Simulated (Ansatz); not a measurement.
# TlHS, from a guessed structure to a relaxed one

Starting from a made-up structure for TlHS, the aim is the relaxed cell, its shortest contacts and, where a second run follows, its electronic structure.

Method: DFT, PBEsol, plane-wave PAW, files of the set soft_1, scalar-relativistic, no spin, cell and ions relaxed at zero pressure; PAW set soft_1, in the first sound run; inputs show where later runs differ, in Ansatz 0.2.0.

### 1. The starting structure

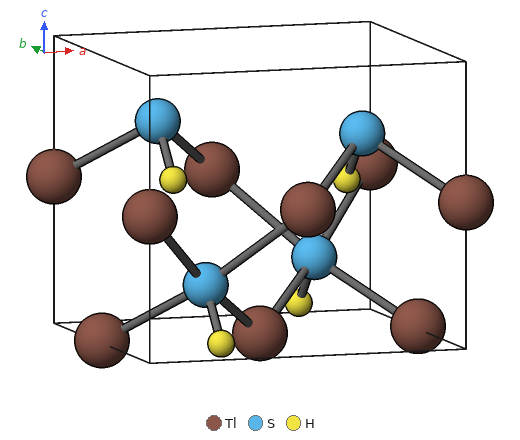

The starting structure, seen slightly off an axis (thallium brown, sulfur blue, hydrogen yellow). This picture shows the conventional cell, with its axes. Some periodic images of atoms are drawn too.

### 2. Relaxation of the guess

The guess takes its coordinates from another compound and its volume from a rule, so the cell and any free coordinates are relaxed together.

Contents of input.yaml:

```yaml
crystal:
  lattice:
    - [7.097, 0.0, 0.0]
    - [0.0, 3.283, 3.0955]
    - [0.0, -3.283, 3.0955]
  atoms:
    - { symbol: Tl, position: [0.0, 0.5098, 0.5098] }
    - { symbol: Tl, position: [0.5, 0.5098, 0.5098] }
    - { symbol: S, position: [0.25, 0.4684, 0.9846] }
    - { symbol: S, position: [0.75, 0.9846, 0.4684] }
    - { symbol: H, position: [0.75, 0.9641, 0.1255] }
    - { symbol: H, position: [0.25, 0.1255, 0.9641] }
kpoints:
  mp_grid: { grid: [4, 6, 6] }
scf:
  occupations: { method: fermi_dirac, width: 0.05 }
hamiltonian:
  xc: pbesol
  pseudopotentials: { kind: paw, azcp: { folder: soft_1 }, xc_functional: pbe }
relax:
  f_tol: 0.015
  max_steps: 70
  cell: {}
output:
  forces: true
  stress: true
```

Started as:

```sh
$ ansatz run input.yaml --threads 4 --pin off --max-ram 10240MiB --backend cpu --events-out ev --progress --plain --runs-dir out
```

Numbers of over 12 decimals in the logs are rounded to 6 here.

Log:

```text
Engine: ansatz 0.2.0, x86_64-unknown-linux-gnu
Pseudopotentials: kind: paw
Pseudopotential: Tl, paw, valence charge 13, recommended cutoff 420 eV (normal), soft_1/Tl.paw.azcp
Pseudopotential: S, paw, valence charge 6, recommended cutoff 420 eV (normal), soft_1/S.paw.azcp
Pseudopotential: H, paw, valence charge 1, recommended cutoff 420 eV (normal), soft_1/H.paw.azcp
Functional definition: PBEsol
  exchange = pbesol_x
  correlation = pbesol_c
Crystal: 6 atoms, lattice volume = 144.247 Å³
Basis set: ecut = 420 eV, 2823 PW (Γ), exchange–correlation on 96×64×64 points (8 copies of the dense FFT grid, shifted against one another)
Bands: 26, of which v1, the nominal top of the filled ones, is band 20 counted from 1 (19 counted from 0)
Symmetry: 4 space group operations
Space group: Ama2 (ITA 40), of the structure as read, at distance tolerance 5.2e-5 Å
k-points: 39 of 144 (time reversal used)
Non-local potential: Tl, projectors of the file, l = 0: 2, l = 1: 2, l = 2: 2, l = 3: 1
Non-local potential: S, projectors of the file, l = 0: 2, l = 1: 2, l = 2: 1
Non-local potential: H, projectors of the file, l = 0: 2, l = 1: 1
PAW form: soft (Blöchl's): semilocal exchange-correlation on the pseudo side does not see the compensation charge
PAW frozen core: Tl, regenerated for the run's functional, and the local potential with it (the file was generated under x = pbe(κ = 0.804, μ = 0.219515), c = pbe(β = 0.066725))
PAW frozen core: S, regenerated for the run's functional, and the local potential with it (the file was generated under x = pbe(κ = 0.804, μ = 0.219515), c = pbe(β = 0.066725))
PAW one-centre angular grid: Tl, 590 points (default); XC on 64 Gauss nodes
PAW one-centre angular grid: S, 110 points (default); XC on 64 Gauss nodes
PAW one-centre angular grid: H, 110 points (default); XC on 64 Gauss nodes
Initial density: superposition of atomic densities (chi_scale 0.1, normalization cell, long waves kept (reshape's long-wave potential 0.01 eV rms))
Initial wavefunctions: pseudopotential atomic-orbital guess
Functional: x = pbesol(κ = 0.804, μ = 0.123457), c = pbesol(β = 0.046)
SCF iter   1: F=—  HF=-24396.709098 eV  |F-HF|=—  |Δ(HF+E_count)|=         —  Δρ=2.65e-2  dr2=1.59e0  ethr=3.10e-3  ⟨swp⟩=7.0  Hψ=5051  notcnv=0
preconditioner: auto → Kerker (q_TF=auto, 2.203 Å⁻¹)  [metal: Δε(μ)=0.083 eV  Ē_g=11.881 eV  σ=0.050 eV  W_gap=0.38  n_scr=24 (ndim 8)  ℏωp=19.6 eV  f_vac=0.011  D(μ)=0.37/eV (n_scr^D=0)]
SCF iter   2: F=—  HF=-24396.378876 eV  |F-HF|=—  |Δ(HF+E_count)|=   3.30e-1  Δρ=1.63e-2  dr2=7.76e-1  ethr=3.10e-3  ⟨swp⟩=1.4  Hψ=1351  notcnv=0  defer=2
SCF iter   3: F=—  HF=-24396.106686 eV  |F-HF|=—  |Δ(HF+E_count)|=   2.72e-1  Δρ=4.29e-3  dr2=8.60e-2  ethr=1.94e-3  ⟨swp⟩=3.2  Hψ=1915  notcnv=0  defer=17
SCF iter   4: F=—  HF=-24396.103741 eV  |F-HF|=—  |Δ(HF+E_count)|=   2.94e-3  Δρ=1.80e-3  dr2=8.17e-3  ethr=2.15e-4  ⟨swp⟩=2.3  Hψ=1801  notcnv=0  defer=23
SCF iter   5: F=—  HF=-24396.112714 eV  |F-HF|=—  |Δ(HF+E_count)|=   8.97e-3  Δρ=4.97e-4  dr2=6.25e-4  ethr=2.04e-5  ⟨swp⟩=2.2  Hψ=1587  notcnv=0  defer=23
SCF iter   6: F=—  HF=-24396.114029 eV  |F-HF|=—  |Δ(HF+E_count)|=   1.31e-3  Δρ=1.65e-4  dr2=5.97e-5  ethr=1.56e-6  ⟨swp⟩=2.0  Hψ=1808  notcnv=0  defer=23
SCF iter   7: F=—  HF=-24396.114230 eV  |F-HF|=—  |Δ(HF+E_count)|=   2.02e-4  Δρ=5.53e-5  dr2=8.76e-6  ethr=1.49e-7  ⟨swp⟩=2.2  Hψ=1802  notcnv=0  defer=23
SCF iter   8: F=—  HF=-24396.114249 eV  |F-HF|=—  |Δ(HF+E_count)|=   1.84e-5  Δρ=1.93e-5  dr2=1.05e-6  ethr=2.19e-8  ⟨swp⟩=2.0  Hψ=1737  notcnv=0  defer=23
SCF iter   9: F=-24396.114252 eV  HF=-24396.114251 eV  |F-HF|=2.41e-7  |Δ(HF+E_count)|=   2.67e-6  Δρ=5.49e-6  dr2=9.23e-8  ethr=2.50e-10  ⟨swp⟩=4.0  Hψ=4738  notcnv=0
SCF 1 converged in 9 iterations: F = -24396.114252 eV  dr2 = 9.23e-8
  greatest PAW one-centre occupation: 0.964 electrons in one spin orbital (limit 2), on the Tl atom at site 1 (counted from 0), in its partial waves of l = 2
relax step   1: F+E_penalty+E_count = -24396.11425174 eV  Δ(F+E_penalty+E_count) = +0.000e0 eV  max|allowed force component| = 2.469e0 eV/Å  Δτ_max = 0.0000 Å  P = +2.028 GPa  Ω = 144.247 Å³  (9 SCF iters, dr2 threshold 1.00e-7 eV, accepted)
Crystal: 6 atoms, lattice volume = 160.254 Å³
Basis set: ecut = 420 eV, 3125 PW (Γ), exchange–correlation on 96×64×64 points (8 copies of the dense FFT grid, shifted against one another)
Initial density: handed on by an earlier stage of this run
Initial wavefunctions: those handed on with the density
iter 1 solved again at ethr=3.78e-4 eV; its pass at ethr=3.10e-3 eV (dr2=1.51e-1 eV) is discarded
SCF iter   1: F=—  HF=-24397.195622 eV  |F-HF|=—  |Δ(HF+E_count)|=         —  Δρ=8.64e-3  dr2=1.53e-1  ethr=3.78e-4  ⟨swp⟩=1.1  Hψ=6733  notcnv=0
preconditioner: auto → Resta (q_TF=auto, 2.165 Å⁻¹)  ε∞=3.7  [insulator: Δε(μ)=0.462 eV  Ē_g=11.373 eV  σ=0.050 eV  W_gap=0.98  n_scr=36 (ndim 8)  ℏωp=18.6 eV  f_vac=0.181  D(μ)=0.01/eV (n_scr^D=0)  ε∞_Penn≈3.7]
SCF iter   2: F=—  HF=-24397.157326 eV  |F-HF|=—  |Δ(HF+E_count)|=   3.83e-2  Δρ=3.77e-3  dr2=2.35e-2  ethr=3.78e-4  ⟨swp⟩=2.3  Hψ=1495  notcnv=0
SCF iter   3: F=—  HF=-24397.153309 eV  |F-HF|=—  |Δ(HF+E_count)|=   4.02e-3  Δρ=9.40e-4  dr2=2.23e-3  ethr=5.88e-5  ⟨swp⟩=2.0  Hψ=1511  notcnv=0  defer=1
SCF iter   4: F=—  HF=-24397.153653 eV  |F-HF|=—  |Δ(HF+E_count)|=   3.44e-4  Δρ=2.57e-4  dr2=2.65e-4  ethr=5.58e-6  ⟨swp⟩=2.3  Hψ=1749  notcnv=0  defer=1
SCF iter   5: F=—  HF=-24397.153896 eV  |F-HF|=—  |Δ(HF+E_count)|=   2.43e-4  Δρ=8.33e-5  dr2=2.05e-5  ethr=6.63e-7  ⟨swp⟩=2.0  Hψ=1592  notcnv=0  defer=1
SCF iter   6: F=—  HF=-24397.153936 eV  |F-HF|=—  |Δ(HF+E_count)|=   3.98e-5  Δρ=1.86e-5  dr2=8.12e-7  ethr=5.12e-8  ⟨swp⟩=2.3  Hψ=1737  notcnv=0  defer=1
SCF iter   7: F=-24397.153938 eV  HF=-24397.153938 eV  |F-HF|=1.65e-7  |Δ(HF+E_count)|=   1.92e-6  Δρ=6.96e-6  dr2=1.13e-7  ethr=1.50e-9  ⟨swp⟩=5.1  Hψ=3786  notcnv=0
SCF 2 converged in 7 iterations: F = -24397.153938 eV  dr2 = 1.13e-7
relax step   2: F+E_penalty+E_count = -24397.15393828 eV  Δ(F+E_penalty+E_count) = -1.040e0 eV  max|allowed force component| = 8.418e-1 eV/Å  Δτ_max = 0.1068 Å  P = +1.120 GPa  Ω = 160.254 Å³  energy of the carried Pulay correction = -2.537e-3 eV  (7 SCF iters, dr2 threshold 6.00e-7 eV, accepted)
Crystal: 6 atoms, lattice volume = 176.081 Å³
Basis set: ecut = 420 eV, 3421 PW (Γ), exchange–correlation on 96×64×64 points (8 copies of the dense FFT grid, shifted against one another)
iter 1 solved again at ethr=3.43e-4 eV; its pass at ethr=3.10e-3 eV (dr2=1.37e-1 eV) is discarded
[...]
relax step  14: F+E_penalty+E_count = -24397.58280143 eV  Δ(F+E_penalty+E_count) = -1.116e-2 eV  max|allowed force component| = 5.160e-1 eV/Å  Δτ_max = 0.1344 Å  P = +0.612 GPa  Ω = 120.279 Å³  energy of the carried Pulay correction = +4.374e-3 eV  (6 SCF iters, dr2 threshold 6.00e-7 eV, accepted)
relax step  15: F+E_penalty+E_count = -24397.62169141 eV  Δ(F+E_penalty+E_count) = -3.889e-2 eV  max|allowed force component| = 2.328e-1 eV/Å  Δτ_max = 0.0900 Å  P = -0.152 GPa  Ω = 123.662 Å³  energy of the carried Pulay correction = +3.709e-3 eV  (6 SCF iters, dr2 threshold 6.00e-7 eV, accepted)
relax step  16: F+E_penalty+E_count = -24397.62451260 eV  Δ(F+E_penalty+E_count) = -2.821e-3 eV  max|allowed force component| = 3.826e-2 eV/Å  Δτ_max = 0.0466 Å  P = +0.022 GPa  Ω = 124.456 Å³  energy of the carried Pulay correction = +3.555e-3 eV  (5 SCF iters, dr2 threshold 6.00e-7 eV, accepted)
relax step  17: F+E_penalty+E_count = -24397.62748494 eV  Δ(F+E_penalty+E_count) = -2.972e-3 eV  max|allowed force component| = 2.115e-1 eV/Å  Δτ_max = 0.0557 Å  P = -0.356 GPa  Ω = 124.986 Å³  energy of the carried Pulay correction = +3.453e-3 eV  (6 SCF iters, dr2 threshold 4.52e-7 eV, accepted)
relax step  18: F+E_penalty+E_count = -24397.63870812 eV  Δ(F+E_penalty+E_count) = -1.122e-2 eV  max|allowed force component| = 1.388e-2 eV/Å  Δτ_max = 0.0986 Å  P = +0.028 GPa  Ω = 123.924 Å³  energy of the carried Pulay correction = +3.658e-3 eV  (5 SCF iters, dr2 threshold 6.00e-7 eV, accepted)
relax step  19: F+E_penalty+E_count = -24397.63944201 eV  Δ(F+E_penalty+E_count) = -7.339e-4 eV  max|allowed force component| = 3.900e-3 eV/Å  Δτ_max = 0.0373 Å  P = -0.027 GPa  Ω = 124.277 Å³  energy of the carried Pulay correction = +3.589e-3 eV  (6 SCF iters, dr2 threshold 1.51e-8 eV, accepted)
relax step  20: F+E_penalty+E_count = -24397.63954680 eV  Δ(F+E_penalty+E_count) = -1.048e-4 eV  max|allowed force component| = 4.934e-2 eV/Å  Δτ_max = 0.0261 Å  P = -0.037 GPa  Ω = 124.096 Å³  energy of the carried Pulay correction = +3.625e-3 eV  (6 SCF iters, dr2 threshold 2.14e-8 eV, accepted)
relax step  21: F+E_penalty+E_count = -24397.63970549 eV  Δ(F+E_penalty+E_count) = -1.587e-4 eV  max|allowed force component| = 1.403e-3 eV/Å  Δτ_max = 0.0056 Å  P = -0.002 GPa  Ω = 124.228 Å³  energy of the carried Pulay correction = +3.599e-3 eV  (4 SCF iters, dr2 threshold 1.52e-7 eV, accepted)
relax step  22: F+E_penalty+E_count = -24397.64830124 eV  Δ(F+E_penalty+E_count) = -8.596e-3 eV  max|allowed force component| = 1.526e-3 eV/Å  Δτ_max = 0.0000 Å  P = +0.078 GPa  Ω = 124.228 Å³  stress off target by 2.57e-1 GPa  SCF on the basis re-selected at this cell (its energy is not comparable with the rows above)  (7 SCF iters)
relax step  23: F+E_penalty+E_count = -24397.64956001 eV  Δ(F+E_penalty+E_count) = -1.259e-3 eV  max|allowed force component| = 1.741e-3 eV/Å  Δτ_max = 0.0028 Å  P = +0.018 GPa  Ω = 124.239 Å³  energy of the carried Pulay correction = -2.210e-5 eV  (4 SCF iters, dr2 threshold 1.66e-7 eV, accepted)
relax step  24: F+E_penalty+E_count = -24397.64964615 eV  Δ(F+E_penalty+E_count) = -8.614e-5 eV  max|allowed force component| = 4.892e-4 eV/Å  Δτ_max = 0.0010 Å  P = -0.003 GPa  Ω = 124.236 Å³  energy of the carried Pulay correction = -2.925e-5 eV  (4 SCF iters, dr2 threshold 1.13e-8 eV, accepted)
iter 1 solved again at ethr=1.11e-6 eV; its pass at ethr=3.10e-3 eV (dr2=4.42e-4 eV) is discarded
SCF iter   1: F=—  HF=-24397.649636 eV  |F-HF|=—  |Δ(HF+E_count)|=         —  Δρ=7.53e-5  dr2=2.11e-7  ethr=1.11e-6  ⟨swp⟩=3.2  Hψ=8133  notcnv=0
eigensolver tolerance schedule: the retry pair's looser diagonalisation over-reported the residual by 2091.38 of it (diagonalisation noise at 2.94 of the residual, at the tolerance the schedule requests for it); recorded, not acted on — ethr = c·dr2/N_el stays at c = 1.0e-1
preconditioner: auto → Resta (q_TF=auto, 2.259 Å⁻¹)  ε∞=4.3  [insulator: Δε(μ)=0.354 eV  Ē_g=11.580 eV  σ=0.050 eV  W_gap=0.94  n_scr=32 (ndim 8)  ℏωp=21.1 eV  f_vac=0.000  D(μ)=0.02/eV (n_scr^D=0)  ε∞_Penn≈4.3]
SCF iter   2: F=—  HF=-24397.649688 eV  |F-HF|=—  |Δ(HF+E_count)|=   5.17e-5  Δρ=3.82e-5  dr2=5.88e-8  ethr=5.29e-10  ⟨swp⟩=3.7  Hψ=2098  notcnv=0
SCF iter   3: F=—  HF=-24397.649700 eV  |F-HF|=—  |Δ(HF+E_count)|=   1.22e-5  Δρ=8.10e-6  dr2=4.90e-9  ethr=1.47e-10  ⟨swp⟩=2.0  Hψ=1794  notcnv=0
SCF iter   4: F=—  HF=-24397.649701 eV  |F-HF|=—  |Δ(HF+E_count)|=   5.59e-7  Δρ=6.91e-7  dr2=6.32e-10  ethr=1.23e-11  ⟨swp⟩=2.0  Hψ=1793  notcnv=0
SCF iter   5: F=—  HF=-24397.649701 eV  |F-HF|=—  |Δ(HF+E_count)|=  1.46e-10  Δρ=2.93e-7  dr2=1.07e-10  ethr=1.58e-12  ⟨swp⟩=2.2  Hψ=1543  notcnv=0
SCF iter   6: F=-24397.649701 eV  HF=-24397.649701 eV  |F-HF|=0.00e0  |Δ(HF+E_count)|=  1.09e-10  Δρ=4.17e-8  dr2=2.51e-12  ethr=1.00e-12  ⟨swp⟩=5.0  Hψ=3840  notcnv=0
SCF 25 converged in 6 iterations: F = -24397.649701 eV  dr2 = 2.51e-12
relax step  25: F+E_penalty+E_count = -24397.64970060 eV  Δ(F+E_penalty+E_count) = -5.445e-5 eV  max|allowed force component| = 4.954e-4 eV/Å  Δτ_max = 0.0000 Å  P = -0.003 GPa  Ω = 124.236 Å³  stress off target by 5.47e-3 GPa  SCF on the basis re-selected at this cell (its energy is not comparable with the rows above)  (6 SCF iters)
basis re-selected at this cell: Δ(F+E_penalty+E_count) = -5.445e-5 eV, ΔP = +0.000 GPa vs the last step (what re-selecting the basis moved, of the pressure what is left beyond the Pulay correction that the steps carried, after the strain that the cell walked since its last selection, with what the two solves' SCF thresholds leave and, on support functions, any second-order correction that the steps lacked; it is no m [...]
SCF converged after 6 iterations
Free energy (F): -24397.649701 eV
Harris-Foulkes:  -24397.649701 eV  (|F-HF|=0.00e0)
Internal energy: -24397.649481 eV  (E = F + TS)
E sigma→0 (E₀):  -24397.649591 eV
Entropy (-TS):   -0.000219 eV (-0.037 meV/atom)
Fermi energy:    6.507027 eV
--- Per-component energies (eV) ---
  E_band       = -87.706057
  E_kinetic    = 766.144983
  E_local      = -2247.180595  (includes V_loc(G=0)·N_el)
  E_nonlocal   = 706.391644
  E_hartree    = 809.593535
  E_xc         = -562.771241
  E_vxc        = -434.424021  (∫ρ·V_xc dr)
  E_paw        = -21258.162955  (= ΣΔE_a)
  E_vpaw       = -497.823287  (= ΣTr[D̂ρ^β])
  E_aug_tail   = -0.001875  (compensation charges beyond the density's cutoff)
  E_ewald      = -2611.863541
  E_core_change = 0.200564  (= ΣΔE_core)
  E_smearing   = -0.000219  (= −TS)
  E_closure    = -0.000000  (closes the sum)
  Σ components = -24397.649701   (vs F -24397.649701, Δ=0.00e0)
--- Forces (eV/Å), atoms counted from 1 ---
  atom   1  Tl    -0.00000000     0.00000000    -0.00003758
  atom   2  Tl    -0.00000000     0.00000000    -0.00003758
  atom   3  S     -0.00000000    -0.00049538     0.00004563
  atom   4  S      0.00000000     0.00049538     0.00004563
  atom   5  H      0.00000000    -0.00030439    -0.00000803
  atom   6  H     -0.00000000     0.00030439    -0.00000803
  max |Σ_I F_I| component: 4.64e-8 eV/Å
--- Stress (GPa, compression-positive) ---
       -0.000160       0.000000      -0.000000
        0.000000      -0.002488       0.000000
       -0.000000       0.000000      -0.005471
  P = ⅓ Tr σ = -0.0027 GPa (-0.027 kbar)
--- Relaxed structure (23 steps of the walk, 23 accepted, 2 SCFs on fresh bases) ---
  F+E_penalty+E_count = -24397.64970060 eV   max|allowed force component| = 4.954e-4 eV/Å   (the final SCF, on the basis selected at the relaxed cell)
  cell:  # Å, volume = 124.2360 Å³
    - [8.529522, 0, 0]
    - [0, 3.165223, 2.300852]
    - [0, -3.165223, 2.300852]
  atoms:
    - { symbol: Tl, position: [0, 0.593716, 0.593716] }
    - { symbol: Tl, position: [0.5, 0.593716, 0.593716] }
    - { symbol: S, position: [0.25, 0.212875, 0.974472] }
    - { symbol: S, position: [0.75, 0.974472, 0.212875] }
    - { symbol: H, position: [0.75, 1.190389, -0.00296802] }
    - { symbol: H, position: [0.25, -0.00296802, 1.190389] }
```

Wall time 51 s (4 threads of AMD EPYC 7B13 (Zen 3), shared host); peak memory 0.53 GiB.

The steps of the relaxation (22 of 25):

```
step  energy less that of the first step (eV)  largest force component (eV/Å)  pressure (GPa)  volume (Å³)
   1                                   0.0000                          2.4688            2.03       144.25
   2                                  -1.0397                          0.8417            1.12       160.25
   3                                  -1.1086                          1.4251            1.55       176.08
   4                                  -1.1839                          0.1647           -0.81       191.22
   6                                  -1.2323                          0.0339            0.00       176.96
   7                                  -1.2613                          0.0749           -0.26       171.54
   8                                  -1.3005                          0.0903           -0.56       164.76
   9                                  -1.3445                          0.1648           -0.80       155.61
  10                                  -1.3885                          0.1975            0.11       143.02
  11                                  -1.4063                          0.3298            0.01       134.66
  12                                  -1.4246                          0.5891           -1.01       137.76
  14                                  -1.4685                          0.5160            0.61       120.28
  15                                  -1.5074                          0.2328           -0.15       123.66
  16                                  -1.5103                          0.0383            0.02       124.46
  17                                  -1.5132                          0.2115           -0.36       124.99
  18                                  -1.5245                          0.0139            0.03       123.92
  19                                  -1.5252                          0.0039           -0.03       124.28
  20                                  -1.5253                          0.0493           -0.04       124.10
 22*                                  -1.5340                          0.0015            0.08       124.23
  23                                  -1.5353                          0.0017            0.02       124.24
  24                                  -1.5354                          0.0005            0.00       124.24
 25*                                  -1.5354                          0.0005            0.00       124.24
```

Relaxation steps marked * repeat the geometry before them on a plane-wave basis chosen anew for their cell, so energy and pressure can jump there. Other such steps can lie between the rows shown.

Forces are held to the 4 operations that the run works with; a distortion that breaks them can't arise in this run.

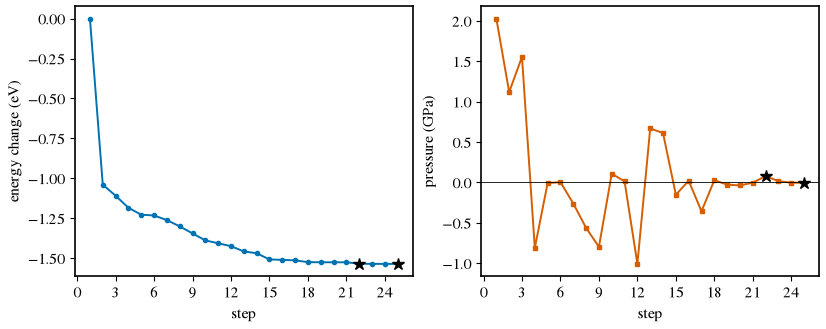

Energy and pressure along the relaxation. Stars mark steps on a basis chosen anew.

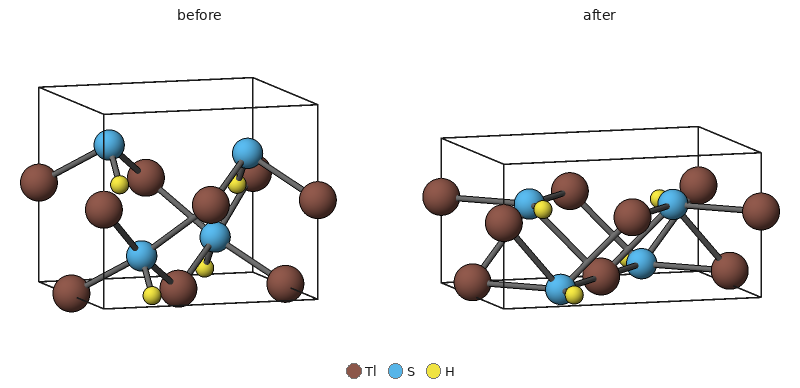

The structure before and after the relaxation, drawn at the same scale.

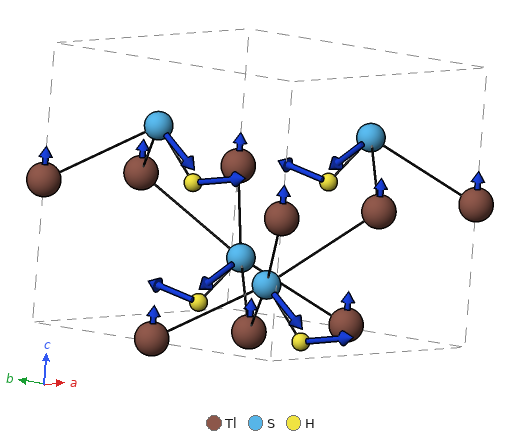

Displacements in the relaxation, exaggerated, measured against the changing cell; the longest in the cell stands for 1.15 Å. Some periodic images of atoms are drawn too.

```
     cell as run  before   after   change
           a (Å)   7.097   8.530  +20.2 %
           b (Å)   4.512   3.913  -13.3 %
           c (Å)   4.512   3.913  -13.3 %
           α (°)   93.37  107.97  +15.6 %
volume (Å³/atom)   24.04   20.71  -13.9 %
```

The atoms that moved most (Å, as changes of fractional coordinates times the final cell):

```
atom     dx      dy      dz  length
  H6  0.000  -1.123   0.225   1.145
  H5  0.000   1.123   0.225   1.145
  S4  0.000   0.777  -0.611   0.988
  S3  0.000  -0.777  -0.611   0.988
 Tl1  0.000   0.000   0.386   0.386
 Tl2  0.000   0.000   0.386   0.386
```

Numbers from this step:

```yaml
free_energy: -24397.6497 eV
energy_at_zero_smearing: -24397.6496 eV
fermi_energy: 6.507 eV
gap_by_band_count: 0.3541 eV
electrons: 40
symmetry_operations: 4
pressure: -0.002706 GPa
```

Shortest distances by pair of elements, guess and relaxed (not always the same contact):

```
 pair  guess (Å)  relaxed (Å)
  H–S      1.545        1.367
 H–Tl      3.282        3.196
 S–Tl      2.796        3.218
Tl–Tl      3.549        3.913
  S–S      4.512        3.913
```

The relaxation ends with a largest force component of 4.9e-4 eV/Å and a pressure of 0.00 GPa.

[end of part 1 of 2]

[Logs are printed without paths, hosts, clocks, repeated set-up lines and the standing remarks that a program may print on its own settings, such as how far it seeks lower states.]

[Hosts, paths, dates, database ids (printed as entryN), source tags and the programs' standing remarks are cut or masked in the printed files.]
